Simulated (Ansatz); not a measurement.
## Geometry relaxation, with input and output: C₆H₆ (part 2 of 2)

The same run, continued: C₆H₆; RKS revPBE-D4/6-31G* (Ansatz 0.2.0). It belongs to a series of runs on one base structure; here: end point B relaxed.

**Trajectory as extended XYZ, continued**
```
12
Properties=species:S:1:pos:R:3:forces:R:3 step=10 energy=-6313.68152
C    -2.5769   -0.3524   -0.8975    2.2174   1.1181  -0.1954
C    -1.3632   -0.6046   -0.6127   -1.2103  -0.4499  -0.1955
C    -0.0009   -0.9787   -0.3822    0.0389   0.1005  -0.1210
C     0.5725   -1.1920    1.0015    0.1663  -0.0049   0.2711
C     0.8453   -0.0195    0.5124   -0.0482  -0.1010  -0.1709
C     1.3700    1.3603    0.4846    0.0033   0.0133   0.0453
H    -2.6503    0.6446   -1.3946   -1.1717  -0.5648   0.1889
H     0.4968   -1.4741   -1.2331    0.0115   0.0263  -0.0254
H     0.6494   -1.9482    1.7709   -0.0343  -0.1047   0.2214
H     2.0390    1.5078   -0.3825   -0.0083  -0.0039  -0.0017
H     0.5317    2.0753    0.3795    0.0469  -0.0287  -0.0045
H     1.9265    1.5989    1.4072   -0.0115  -0.0003  -0.0123
12
Properties=species:S:1:pos:R:3:forces:R:3 step=11 energy=-6314.00823
C    -2.5015   -0.2895   -0.9300    1.2448   1.4839  -0.4795
C    -1.3287   -0.6003   -0.6103   -1.4444   0.0317  -0.4760
C     0.0138   -0.9985   -0.3713    0.5603   0.0875   0.1389
C     0.5966   -1.2007    1.0147    0.0237  -0.5280   0.5235
C     0.8596   -0.0306    0.5136    0.0187  -0.0310  -0.1837
C     1.3731    1.3550    0.4856    0.0316  -0.0538   0.0288
H    -2.8412    0.6591   -1.4316   -0.4343  -1.2822   0.6280
H     0.5125   -1.4864   -1.2249    0.0167  -0.0269  -0.0254
H     0.6561   -1.9632    1.8027   -0.0149   0.3264  -0.1544
H     2.0382    1.5084   -0.3828    0.0072  -0.0059  -0.0134
H     0.5325    2.0642    0.3823   -0.0246  -0.0029  -0.0151
H     1.9290    1.5996    1.4054    0.0152   0.0013   0.0283
12
Properties=species:S:1:pos:R:3:forces:R:3 step=12 energy=-6314.29445
C    -2.4364   -0.2020   -0.9839    0.6233   0.6053  -0.1132
C    -1.3094   -0.5688   -0.6335   -0.8505  -0.0243  -0.2910
C     0.0260   -0.9977   -0.3625    0.7271   0.0772   0.2190
C     0.6225   -1.2127    1.0307   -0.3473  -0.0152  -0.1538
C     0.8733   -0.0432    0.5115    0.1491  -0.0883  -0.0788
C     1.3866    1.3445    0.4903   -0.0067  -0.0256   0.0430
H    -3.0250    0.5945   -1.4303   -0.3306  -0.4850   0.2231
H     0.5246   -1.4958   -1.2121   -0.0338   0.0070  -0.0183
H     0.6492   -1.9492    1.8257    0.0488   0.0007   0.1914
H     2.0386    1.5072   -0.3864    0.0138  -0.0076  -0.0079
H     0.5388    2.0490    0.3981    0.0135  -0.0203  -0.0109
H     1.9509    1.5913    1.4058   -0.0067  -0.0240  -0.0026
12
Properties=species:S:1:pos:R:3:forces:R:3 step=13 energy=-6314.42218
C    -2.4231   -0.1609   -0.9942    1.3839  -0.1121   0.2282
C    -1.2974   -0.5748   -0.6729   -1.3949   0.5425  -0.5298
C     0.0641   -0.9752   -0.3900   -0.0175  -0.0046   0.0511
C     0.5906   -1.2040    1.0238   -0.0300   0.0731  -0.0579
C     0.8861   -0.0439    0.4986    0.0577  -0.1971   0.0522
C     1.4154    1.3282    0.5017    0.0787   0.1990  -0.0902
H    -3.1912    0.4998   -1.3720   -0.0983  -0.3541   0.1776
H     0.5684   -1.4586   -1.2422    0.0152  -0.1228  -0.0026
H     0.5958   -1.8960    1.8633   -0.0240  -0.0189  -0.0019
H     2.0960    1.5017   -0.3503    0.1267  -0.1181  -0.0113
H     0.5878    2.0441    0.3489   -0.0688   0.0190   0.1619
H     1.9475    1.5570    1.4388   -0.0289   0.0940   0.0227
12
Properties=species:S:1:pos:R:3:forces:R:3 step=14 energy=-6314.44715
C    -2.3814   -0.1283   -1.0164   -3.1103   1.5332  -0.9048
C    -1.2880   -0.5449   -0.7282    1.9179  -0.6714   0.4981
C     0.0804   -0.9445   -0.4179   -0.2419  -0.2204  -0.2092
C     0.5639   -1.1892    1.0055   -0.0121  -0.0406   0.2877
C     0.9001   -0.0366    0.4857    0.1181  -0.0569   0.1217
C     1.4496    1.3335    0.5072    0.0291   0.0966  -0.0794
H    -3.3353    0.3864   -1.3062    1.3111  -0.8839   0.4535
H     0.5764   -1.4879   -1.2454   -0.0022   0.1007   0.0655
H     0.5394   -1.8687    1.8668   -0.0539   0.1521  -0.2721
H     2.1687    1.4693   -0.3279   -0.1371   0.0904   0.1270
H     0.6159    2.0521    0.3715    0.1283  -0.0272  -0.1128
H     1.9501    1.5762    1.4587    0.0532  -0.0728   0.0249
12
Properties=species:S:1:pos:R:3:forces:R:3 step=15 energy=-6314.52929
C    -2.4167   -0.1470   -1.0271   -0.2312   0.1019  -0.0373
C    -1.2859   -0.5271   -0.7609    0.1342  -0.0631   0.0482
C     0.0772   -0.9128   -0.4346    0.0207   0.1609  -0.0714
C     0.5114   -1.1557    1.0076   -0.1392  -0.2881   0.0745
C     0.8784   -0.0094    0.5068    0.1433   0.1436  -0.2389
C     1.4956    1.3327    0.5105   -0.0697   0.1241   0.2936
H    -3.4100    0.2140   -1.2383    0.1285  -0.0974   0.0109
H     0.6252   -1.4004   -1.2620   -0.0909  -0.0923   0.0967
H     0.4259   -1.8622    1.8352    0.0446   0.0925  -0.0610
H     2.2338    1.4404   -0.3033    0.0004  -0.0499  -0.0381
H     0.7118    2.0985    0.3454    0.0684  -0.0487  -0.0178
H     1.9934    1.5462    1.4740   -0.0091   0.0166  -0.0595
12
Properties=species:S:1:pos:R:3:forces:R:3 step=16 energy=-6314.53236
C    -2.4223   -0.1103   -1.0089   -0.1339  -0.0320  -0.0674
C    -1.2905   -0.4950   -0.7523   -0.0766  -0.0351   0.0064
C     0.0672   -0.9005   -0.4502    0.1384  -0.0878  -0.0048
C     0.5211   -1.1547    0.9867    0.2426   0.4682  -0.2592
C     0.9267   -0.0218    0.4536   -0.2739  -0.3829   0.4475
C     1.5069    1.3365    0.5223    0.1228  -0.0487  -0.0906
H    -3.4360    0.1620   -1.2446    0.0697   0.0244   0.0387
H     0.5628   -1.4573   -1.2642   -0.0312   0.0136  -0.0346
H     0.4532   -1.8353    1.8346   -0.0563   0.0256  -0.0462
H     2.2964    1.4597   -0.2425   -0.0040   0.0558   0.0214
H     0.7204    2.0806    0.3035   -0.0118   0.0204  -0.0217
H     1.9340    1.5534    1.5152    0.0141  -0.0213   0.0104
12
Properties=species:S:1:pos:R:3:forces:R:3 step=17 energy=-6314.53208 accepted=F
C    -2.4756   -0.1662   -1.0037   -0.1864   0.0233  -0.0404
C    -1.3314   -0.5043   -0.7398    0.1687  -0.1015  -0.0214
C     0.0489   -0.8678   -0.4582   -0.1672   0.0490   0.1350
C     0.5236   -1.1349    0.9685   -0.0968   0.0183   0.0026
C     0.8705    0.0242    0.4734    0.3238  -0.2307  -0.0807
C     1.5386    1.3414    0.5299   -0.1332   0.0634   0.0449
H    -3.4934    0.1032   -1.2237    0.0629  -0.0043   0.0291
H     0.5469   -1.4011   -1.2842    0.0541   0.0427  -0.0536
H     0.4911   -1.8556    1.7851   -0.0247   0.0498  -0.0277
H     2.4264    1.3870   -0.1261   -0.0234  -0.1000  -0.0755
H     0.8334    2.1124    0.1763    0.0284   0.1317   0.0341
H     1.8610    1.5789    1.5558   -0.0061   0.0583   0.0536
12
Properties=species:S:1:pos:R:3:forces:R:3 step=18 energy=-6314.53432
C    -2.4512   -0.1747   -1.0156   -0.0134  -0.0061   0.0154
C    -1.3061   -0.5210   -0.7611    0.1517   0.0785   0.0648
C     0.0710   -0.8834   -0.4599   -0.0119   0.0236  -0.0971
C     0.5283   -1.1520    0.9635   -0.1428   0.1322   0.1877
C     0.9179   -0.0052    0.4706   -0.0847  -0.0263  -0.1053
C     1.5337    1.3377    0.5299   -0.0190   0.0089   0.0505
H    -3.4628    0.1251   -1.2153   -0.0076  -0.0209  -0.0152
H     0.5836   -1.4052   -1.2822   -0.0055  -0.0897  -0.0766
H     0.3677   -1.7961    1.8252    0.0982  -0.1006  -0.0151
H     2.3238    1.4444   -0.2353    0.0145  -0.0030  -0.0005
H     0.7672    2.1037    0.3101    0.0083  -0.0039   0.0046
H     1.9668    1.5439    1.5235    0.0122   0.0073  -0.0132
12
Properties=species:S:1:pos:R:3:forces:R:3 step=19 energy=-6314.54358
C    -2.4571   -0.1678   -1.0133    0.0662  -0.0454   0.0150
C    -1.3103   -0.5100   -0.7583   -0.0371   0.0389  -0.0295
C     0.0637   -0.8762   -0.4623   -0.0223  -0.0249   0.0247
C     0.5094   -1.1365    0.9715   -0.0090  -0.0477   0.1243
C     0.8984    0.0066    0.4712   -0.0075  -0.0128  -0.0397
C     1.5330    1.3415    0.5325    0.0176   0.0293  -0.0090
H    -3.4729    0.1084   -1.2218   -0.0286   0.0120  -0.0053
H     0.5685   -1.4168   -1.2819    0.0110   0.0262   0.0083
H     0.4210   -1.8282    1.8114    0.0110   0.0619  -0.1008
H     2.3514    1.4197   -0.2073   -0.0103   0.0007   0.0041
H     0.7925    2.1224    0.2770    0.0107  -0.0287   0.0093
H     1.9424    1.5541    1.5346   -0.0015  -0.0094  -0.0014
12
Properties=species:S:1:pos:R:3:forces:R:3 step=20 energy=-6314.54380
C    -2.4614   -0.1780   -1.0191    0.0455  -0.0318   0.0113
C    -1.3120   -0.5086   -0.7617   -0.0198   0.0313  -0.0294
C     0.0627   -0.8693   -0.4617   -0.0315  -0.0295   0.0179
C     0.5025   -1.1275    0.9748   -0.0086  -0.0710   0.0958
C     0.8938    0.0138    0.4733    0.0095  -0.0116  -0.0184
C     1.5389    1.3439    0.5358    0.0159  -0.0588  -0.0209
H    -3.4785    0.0931   -1.2288   -0.0236   0.0096  -0.0057
H     0.5715   -1.4094   -1.2799    0.0038   0.0260   0.0218
H     0.4144   -1.8219    1.8117    0.0099   0.0549  -0.0827
H     2.3428    1.4159   -0.2206   -0.0035   0.0320   0.0211
H     0.7964    2.1268    0.2959    0.0273   0.0210   0.0316
H     1.9689    1.5384    1.5339   -0.0248   0.0280  -0.0423
12
Properties=species:S:1:pos:R:3:forces:R:3 step=21 energy=-6314.54461
C    -2.4635   -0.1793   -1.0240   -0.0334  -0.0095  -0.0069
C    -1.3151   -0.5083   -0.7622    0.0120   0.0070   0.0038
C     0.0576   -0.8711   -0.4564    0.0019   0.0144  -0.0020
C     0.4999   -1.1275    0.9798    0.0176   0.0382  -0.0402
C     0.8917    0.0128    0.4748    0.0055  -0.0045   0.0109
C     1.5409    1.3415    0.5344    0.0025  -0.0294  -0.0070
H    -3.4810    0.0906   -1.2381    0.0158   0.0016   0.0011
H     0.5708   -1.4040   -1.2756   -0.0034  -0.0119   0.0067
H     0.4212   -1.8234    1.8112   -0.0088  -0.0281   0.0273
H     2.3399    1.4197   -0.2261   -0.0054   0.0040   0.0052
H     0.8005    2.1293    0.3072   -0.0047   0.0158   0.0010
H     1.9769    1.5369    1.5285    0.0007   0.0025   0.0000
12
Properties=species:S:1:pos:R:3:forces:R:3 step=22 energy=-6314.54476
C    -2.4652   -0.1829   -1.0270   -0.0065  -0.0138  -0.0008
C    -1.3157   -0.5079   -0.7639    0.0043   0.0171   0.0076
C     0.0573   -0.8683   -0.4566   -0.0019  -0.0158  -0.0029
C     0.4989   -1.1255    0.9794    0.0032   0.0240  -0.0088
C     0.8928    0.0141    0.4749    0.0001   0.0030  -0.0043
C     1.5435    1.3418    0.5352    0.0031  -0.0053  -0.0008
H    -3.4826    0.0856   -1.2419    0.0050   0.0032  -0.0018
H     0.5692   -1.4079   -1.2721    0.0005   0.0050  -0.0059
H     0.4160   -1.8211    1.8112   -0.0034  -0.0162   0.0165
H     2.3351    1.4244   -0.2324   -0.0054   0.0018   0.0063
H     0.8019    2.1328    0.3202    0.0015  -0.0013   0.0002
H     1.9888    1.5320    1.5264   -0.0007  -0.0017  -0.0051
12
Properties=species:S:1:pos:R:3:forces:R:3 step=23 energy=-6314.54481
C    -2.4662   -0.1853   -1.0284    0.0061  -0.0144   0.0020
C    -1.3162   -0.5075   -0.7640   -0.0018   0.0145   0.0047
C     0.0568   -0.8677   -0.4560   -0.0005  -0.0070  -0.0053
C     0.4978   -1.1240    0.9803   -0.0030  -0.0071   0.0085
C     0.8922    0.0150    0.4751    0.0016   0.0067  -0.0044
C     1.5446    1.3417    0.5354    0.0007   0.0022   0.0030
H    -3.4833    0.0825   -1.2447   -0.0019   0.0049  -0.0027
H     0.5693   -1.4060   -1.2722   -0.0014   0.0003   0.0000
H     0.4140   -1.8201    1.8127    0.0010   0.0031  -0.0044
H     2.3325    1.4255   -0.2357   -0.0019   0.0007   0.0022
H     0.8030    2.1344    0.3261    0.0034  -0.0039   0.0016
H     1.9953    1.5286    1.5248   -0.0025   0.0002  -0.0052
```

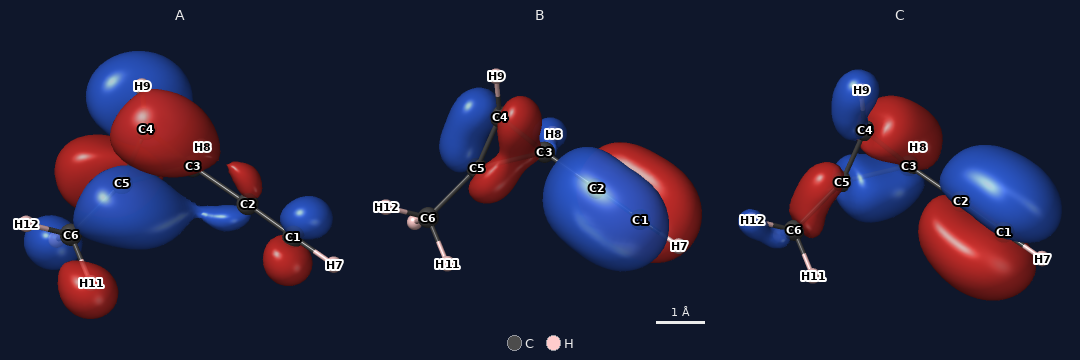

Three frontier orbitals at ±0.1 Å⁻³ᐟ² (blue and red are the two phases). B is the HOMO−1 (−5.85 eV). C is the HOMO (−5.39 eV). A is the LUMO (−0.52 eV). It lies mainly on C4 (35 %) and C5 (35 %); π-antibonding (π*) across C4–C5. The HOMO–LUMO gap is 4.87 eV between the orbital energies.

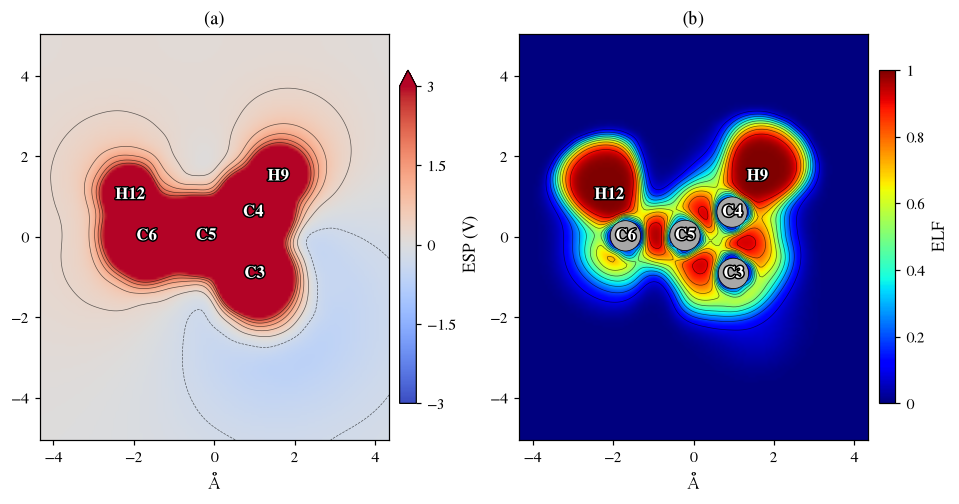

(a) molecular electrostatic potential; (b) ELF on the plane of atoms C4, C3 and C5. Grey discs, where drawn, cover atomic cores. Atoms in the plane: C and H. C–H (1.09 Å): the ELF climbs to about 1 towards the hydrogen, as it does in any bond to H; a covalent bond by its length. C–C (1.31 Å): the ELF peaks at about 0.85 between the atoms (a double or triple bond).

The run was set up as follows.

**Input file**
```yaml
crystal:
  periodic: [false, false, false]
  atoms:
    - { symbol: C, position_ang: [-2.5768, -0.4934, -1.0188] }
    - { symbol: C, position_ang: [-1.4752, -0.6296, -0.7512] }
    - { symbol: C, position_ang: [-0.1235, -0.8386, -0.4313] }
    - { symbol: C, position_ang: [0.4802, -1.1212, 0.9099] }
    - { symbol: C, position_ang: [0.709, 0.0178, 0.394] }
    - { symbol: C, position_ang: [1.3053, 1.3499, 0.4012] }
    - { symbol: H, position_ang: [-1.85969, 0.38554, -0.65246] }
    - { symbol: H, position_ang: [0.5106, -1.314, -1.2126] }
    - { symbol: H, position_ang: [0.4545, -1.8148, 1.7512] }
    - { symbol: H, position_ang: [2.0291, 1.4281, -0.3912] }
    - { symbol: H, position_ang: [0.5347, 2.1104, 0.2964] }
    - { symbol: H, position_ang: [1.8517, 1.5371, 1.3582] }
basis:
  gaussian: { orbitals: "6-31G*" }
hamiltonian:
  xc: revpbe
  dispersion: d4
relax:
  f_tol: 0.02
  max_steps: 50
output:
  orbitals: {}
```

Command:
```bash
ansatz run input.yaml --threads 2 --pin off --max-ram 3072MiB --backend cpu --events-out ev --progress --plain --runs-dir out
```

**Summary**

```tsv
quantity	value
outcome	converged
total energy	−6314.5448 eV
mean-field energy	−6313.7733 eV
largest force (length of the vector) at the end	0.016 eV/Å
hardware	2 threads of Arm Neoverse V1, 24 GiB of memory available, shared host
wall time	43 s (CPU time 83 s)
peak memory	0.14 GiB
```
